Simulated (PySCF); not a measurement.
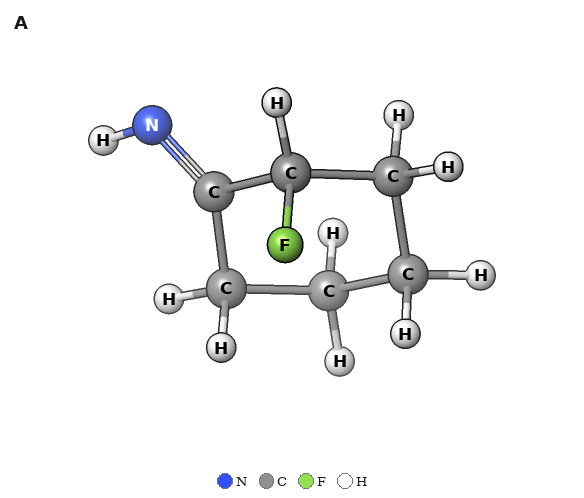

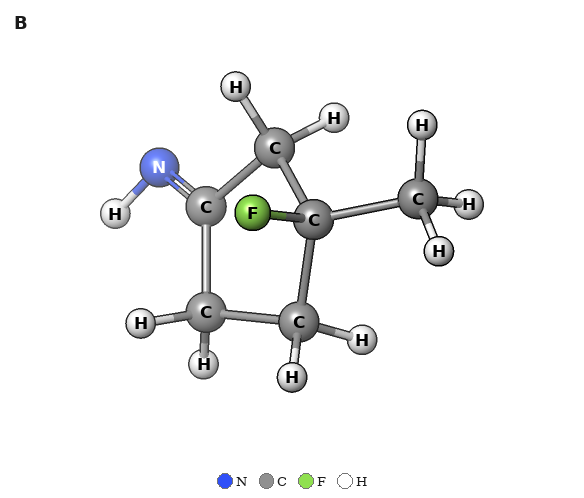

Depth is shown by fading: the farther an atom, the more it takes the colour of the background. The geometry was computed by an optimisation with GFN2-xTB. No frequency run is at hand to confirm it as a minimum.

Are A and B the same structure? If not, how do they differ?

Answer. No. They are constitutional isomers of C6H10FN: A is [H]/N=C1\CCCC[C@@H]1F, B is [H]/N=C1\CC[C@](C)(F)C1
